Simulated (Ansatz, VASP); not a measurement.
# ZnS (Sphalerite) in two plane-wave programs, part 2 of 2

One calculation is typed for both programs; each brings its own data sets. How far apart do they land? The cell is taken from a series of VASP runs on this material, whose earlier steps may have relaxed, scaled or displaced it; both programs get it as it stands. Valence electrons are named where the data sets of a main pair hold unlike numbers.

VASP 6.6.1 and Ansatz 0.2.0.

So far: The starting structure; Ansatz: band structure, HSE06.

**3. VASP: band structure, HSE06**

Level of this step: HSE06; plane waves and PAW (Zn, S) (VASP).

The same cell, functional, mesh and smearing now go to VASP, with its own data sets.

Lines of VASP's logs that name or quote its potential files are left out, and so is its time.

The run reads the wave functions of an earlier VASP run, which isn't shown here.

Contents of INCAR:

```
SYSTEM = ZnS
PREC = Accurate
ENCUT = 350
EDIFF = 1E-06
NELM = 100
ISMEAR = 0
SIGMA = 0.03
LREAL = .FALSE.
ALGO = Normal
LHFCALC = .TRUE.
AEXX = 0.25
GGA = PE
HFSCREEN = 0.2
LASPH = .TRUE.
NBANDS = 15
PRECFOCK = Fast
LORBIT = 11
LWAVE = .FALSE.
LCHARG = .FALSE.
KPAR = 4
```

Contents of POSCAR:

```
ZnS
1.0
    0.0000000000      2.7046500000      2.7046500000
    2.7046500000      0.0000000000      2.7046500000
    2.7046500000      2.7046500000      0.0000000000
Zn S
1 1
Direct
    0.0000000000      0.0000000000      0.0000000000
    0.7500000000      0.7500000000      0.7500000000
```

Contents of KPOINTS:

```
Automatic mesh
0
Gamma
5 5 5
0 0 0
```

Contents of KPOINTS_OPT:

```
Line mode
10
Line-mode
Reciprocal
  0.00000000   0.00000000   0.00000000 GAMMA
  0.50000000   0.00000000   0.50000000 X

  0.50000000   0.00000000   0.50000000 X
  0.50000000   0.25000000   0.75000000 W

  0.50000000   0.25000000   0.75000000 W
  0.37500000   0.37500000   0.75000000 K

  0.37500000   0.37500000   0.75000000 K
  0.00000000   0.00000000   0.00000000 GAMMA

  0.00000000   0.00000000   0.00000000 GAMMA
  0.50000000   0.50000000   0.50000000 L

  0.50000000   0.50000000   0.50000000 L
  0.62500000   0.25000000   0.62500000 U

  0.62500000   0.25000000   0.62500000 U
  0.50000000   0.25000000   0.75000000 W

  0.50000000   0.25000000   0.75000000 W
  0.50000000   0.50000000   0.50000000 L

  0.50000000   0.50000000   0.50000000 L
  0.37500000   0.37500000   0.75000000 K

  0.62500000   0.25000000   0.62500000 U
  0.50000000   0.00000000   0.50000000 X
```

Potentials, in the order of the species: Zn and S (PBE family, release 64).

Run with:

```console
$ mpirun -np 4 vasp_std
```

Numbers of over 12 decimals in the logs are rounded to 6 here.

The log of the run:

```text
[banner, memory and clock lines left out]
running    4 mpi-ranks, on    1 nodes
 distrk:  each k-point on    1 cores,    4 groups
 distr:  one band on    1 cores,    1 groups

 POSCAR found type information on POSCAR ZnS
 POSCAR found :  2 types and       2 ions
 LDA part: xc-table for (Slater+PW92), standard interpolation
 found WAVECAR, reading the header
 POSCAR, INCAR and KPOINTS ok, starting setup
 FFT: planning ... GRIDC
 FFT: planning ... GRID_SOFT
 FFT: planning ... GRID
 reading WAVECAR
 the WAVECAR file was read successfully
 initial charge from wavefunction
 entering main loop
       N       E                     dE             d eps       ncg     rms          rms(c)
DAV:   1    -0.843437819374E+01   -0.84344E+01   -0.12347E+00   402   0.321E+01    0.279E+00
DAV:   2    -0.838405863836E+01    0.50320E-01   -0.28357E-01   349   0.113E+01    0.170E+00
DAV:   3    -0.838131208689E+01    0.27466E-02   -0.30491E-02   370   0.296E+00    0.118E+00
DAV:   4    -0.838069970662E+01    0.61238E-03   -0.31695E-03   314   0.684E-01    0.747E-01
DAV:   5    -0.838057298367E+01    0.12672E-03   -0.54427E-04   374   0.220E-01    0.453E-01
DAV:   6    -0.838052195463E+01    0.51029E-04   -0.75685E-05   307   0.819E-02    0.257E-01
DAV:   7    -0.838049797199E+01    0.23983E-04   -0.11162E-05   307   0.255E-02    0.136E-01
DAV:   8    -0.838049050507E+01    0.74669E-05   -0.44477E-06   349   0.147E-02    0.696E-02
DAV:   9    -0.838048794147E+01    0.25636E-05   -0.13630E-06   280   0.945E-03    0.363E-02
DAV:  10    -0.838048723129E+01    0.71018E-06   -0.59910E-07   234   0.647E-03
   1 F= -.83804872E+01 E0= -.83804872E+01  d E =-.936357E-15
 Start KPOINTS_OPT (optional k-point list driver)
k-point batch [1-10\100]
       N       E                     dE             ncg
DAV:   1     0.159929499921E+03   -0.25431E+04      300
DAV:   2    -0.820160965884E+03   -0.98009E+03      335
DAV:   3    -0.888084569634E+03   -0.67924E+02      377
DAV:   4    -0.889207445265E+03   -0.11229E+01      398
DAV:   5    -0.889219130891E+03   -0.11686E-01      398
DAV:   6    -0.889219304151E+03   -0.17326E-03      384
DAV:   7    -0.889219307488E+03   -0.33368E-05      384
DAV:   8    -0.889219307558E+03   -0.70205E-07      276
[...]
k-point batch [91-100\100]
       N       E                     dE             ncg
DAV:   1     0.151333579547E+02   -0.58110E+04      300
DAV:   2    -0.903528464541E+03   -0.91866E+03      363
DAV:   3    -0.957416818795E+03   -0.53888E+02      356
DAV:   4    -0.958240737358E+03   -0.82392E+00      398
DAV:   5    -0.958250108805E+03   -0.93714E-02      412
DAV:   6    -0.958250253101E+03   -0.14430E-03      405
DAV:   7    -0.958250256064E+03   -0.29624E-05      398
DAV:   8    -0.958250256126E+03   -0.62231E-07      318
```

Parts of OUTCAR (step 3):

```text
ion  position               nearest neighbor table
   1  0.000  0.000  0.000-   2 2.34   2 2.34   2 2.34   2 2.34
   2  0.750  0.750  0.750-   1 2.34   1 2.34   1 2.34   1 2.34

  LATTYP: Found a face centered cubic cell.
 ALAT       =     5.4093000000

 Subroutine GETGRP returns: Found 24 space group operations
 (whereof 24 operations were pure point group operations)

The static configuration has the point symmetry T_d .

 Found     10 irreducible k-points:

   k-points           NKPTS =     10   k-points in BZ     NKDIM =    125   number of bands    NBANDS=     15

   dimension x,y,z NGX =    24 NGY =   24 NGZ =   24
   dimension x,y,z NGXF=    48 NGYF=   48 NGZF=   48

   ENCUT  =  350.0 eV  25.72 Ry    5.07 a.u.   5.83  5.83  5.83*2*pi/ulx,y,z

   NELECT =      18.0000    total number of electrons

 k-points in reciprocal lattice and weights: Automatic mesh
   0.00000000  0.00000000  0.00000000       0.008
   0.20000000  0.00000000  0.00000000       0.064
   0.40000000  0.00000000  0.00000000       0.064
   0.20000000  0.20000000  0.00000000       0.048
   0.40000000  0.20000000  0.00000000       0.192
  -0.40000000  0.20000000  0.00000000       0.192
  -0.20000000  0.20000000  0.00000000       0.096
   0.40000000  0.40000000  0.00000000       0.048
  -0.40000000  0.40000000  0.00000000       0.096
  -0.40000000  0.40000000  0.20000000       0.192

  exchange ACFDT corr.  =         0.00000000  see jH, gK, PRB 81, 115126

 average (electrostatic) potential at core
       1 -28.6931       2 -84.9587

 E-fermi :   1.5046

 k-point     1 :       0.0000    0.0000    0.0000
  band No.  band energies     occupation
    ...
      5      -6.0374      2.00000
      6      -6.0374      2.00000
      7       1.3493      2.00000
      8       1.3493      2.00000
      9       1.3493      2.00000
     10       4.6808      0.00000
     11       9.0502      0.00000
     12       9.0502      0.00000
     13       9.0502      0.00000
     14      14.5636      0.00000
    ...

 k-point     2 :       0.2000    0.0000    0.0000
  band No.  band energies     occupation
    ...
      5      -6.0385      2.00000
      6      -6.0385      2.00000
      7      -0.9275      2.00000
      8       1.0000      2.00000
      9       1.0000      2.00000
     10       5.9779      0.00000
     11       9.1805      0.00000
     12       9.5925      0.00000
     13       9.5925      0.00000
     14      13.6157      0.00000
    ...

 k-point     3 :       0.4000    0.0000    0.0000
  band No.  band energies     occupation
    ...
      5      -6.0191      2.00000
      6      -6.0179      2.00000
      7      -3.6677      2.00000
      8       0.5140      2.00000
      9       0.5141      2.00000
     10       5.9638      0.00000
     11       9.6206      0.00000
     12       9.6206      0.00000
     13      11.1956      0.00000
     14      14.6305      0.00000
    ...

  energy-cutoff  :      350.00
  volume of cell :       39.57
      direct lattice vectors                 reciprocal lattice vectors
     0.000000000  2.704650000  2.704650000    -0.184866803  0.184866803  0.184866803
     2.704650000  0.000000000  2.704650000     0.184866803 -0.184866803  0.184866803
     2.704650000  2.704650000  0.000000000     0.184866803  0.184866803 -0.184866803

 POSITION                                       TOTAL-FORCE (eV/Angst)
 -----------------------------------------------------------------------------------
      0.00000      0.00000      0.00000         0.000000      0.000000      0.000000
      4.05697      4.05697      4.05697        -0.000000     -0.000000     -0.000000
 -----------------------------------------------------------------------------------
    total drift:                               -0.000208     -0.000171     -0.000113

  FREE ENERGIE OF THE ION-ELECTRON SYSTEM (eV)
  ---------------------------------------------------
  free  energy   TOTEN  =        -8.3804872313 eV

  energy  without entropy=       -8.3804872313  energy(sigma->0) =       -8.38048723

 total charge
# of ion       s       p       d       tot
------------------------------------------
    1        0.485   0.469   9.833  10.786
    2        1.305   2.468   0.000   3.774
--------------------------------------------------
tot          1.790   2.937   9.833  14.560

[... 3 further parts left out ...]
```

The k-mesh is coarse for exact exchange; levels may shift by about 0.1 eV on a finer one. The PAW data sets were made with PBE, which is usual practice but a small mismatch for other functionals.

**4. Differences**

Known differences besides the potentials themselves: exact exchange at q = 0 is treated differently, which shows on coarse meshes; VASP keeps PBE cores, Ansatz makes them for the functional; the cutoff is 420 eV in Ansatz and 350 eV in VASP; VASP takes a coarser grid for exact exchange (PRECFOCK = Fast). Total energies have different zeros and are not compared.

Both answers:

```
                     quantity  Ansatz   VASP  difference
gap over the path points (eV)   3.346  3.332      +0.015
```

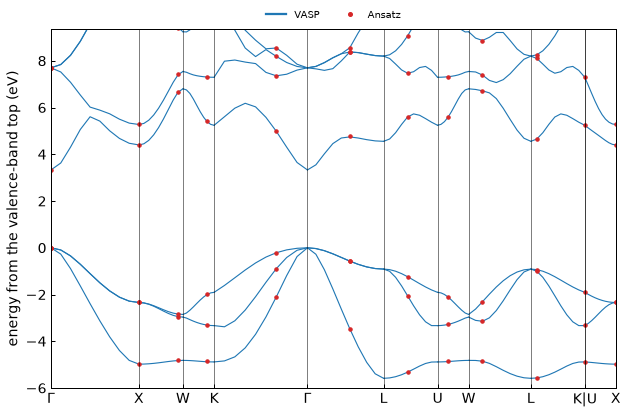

Bands from VASP (lines) and levels from Ansatz (dots). Dots without a line are higher empty bands that the VASP plot leaves out.

Levels at points of the path, from each program's valence-band top (eV; 4 filled, then empty):

```
k (reciprocal lattice)                                   Ansatz                                     VASP
     0.000 0.000 0.000      -7.46 0.00 0.00 0.00 3.35 7.71 7.71      -7.39 0.00 0.00 0.00 3.33 7.70 7.70
     0.500 0.000 0.500  -7.19 -4.97 -2.33 -2.33 4.41 5.29 12.54  -7.11 -4.98 -2.34 -2.34 4.40 5.28 12.55
     0.500 0.222 0.722   -7.03 -4.81 -2.94 -2.82 6.66 7.42 9.42   -6.95 -4.82 -2.95 -2.84 6.66 7.41 9.42
     0.403 0.347 0.750  -7.07 -4.86 -3.30 -1.99 5.41 7.31 10.50  -6.99 -4.88 -3.31 -2.00 5.40 7.31 10.52
     0.125 0.125 0.250   -7.45 -2.10 -0.89 -0.21 5.00 7.36 8.20   -7.38 -2.10 -0.89 -0.21 4.98 7.36 8.19
     0.278 0.278 0.278   -7.46 -3.46 -0.57 -0.57 4.76 8.38 8.38   -7.38 -3.46 -0.57 -0.57 4.75 8.38 8.38
     0.556 0.389 0.556   -7.17 -5.31 -2.05 -1.23 5.61 7.47 9.06   -7.10 -5.32 -2.05 -1.24 5.60 7.47 9.07
     0.583 0.250 0.667  -7.06 -4.85 -3.27 -2.09 5.59 7.33 10.26  -6.99 -4.87 -3.28 -2.10 5.58 7.32 10.28
     0.500 0.306 0.694   -7.06 -4.84 -3.14 -2.30 6.72 7.40 8.87   -6.98 -4.85 -3.14 -2.31 6.72 7.39 8.87
     0.486 0.486 0.528   -7.22 -5.55 -1.00 -0.93 4.67 8.10 8.26   -7.15 -5.57 -1.00 -0.94 4.66 8.10 8.26
```

Among the levels compared at these points, filled levels agree within 75 meV and empty ones within 24 meV.

**5. Outcome**

- largest difference of a filled level at the path points (band structure, HSE06): 75 meV

The largest difference of a filled level at the path points is 75 meV (band structure, HSE06), within the 80 meV picked in this series as the mark of a large difference. How closely two codes agree says nothing of how well the functional describes the real material.

[Lines on the potential files, build, host, timing and source positions are cut from VASP's logs without a mark.]

[Logs are printed without paths, hosts, clocks, repeated set-up lines and the standing remarks that a program may print on its own settings, such as how far it seeks lower states.]

[Hosts, paths, dates, database ids (printed as entryN), source tags and the programs' standing remarks are cut or masked in the printed files.]
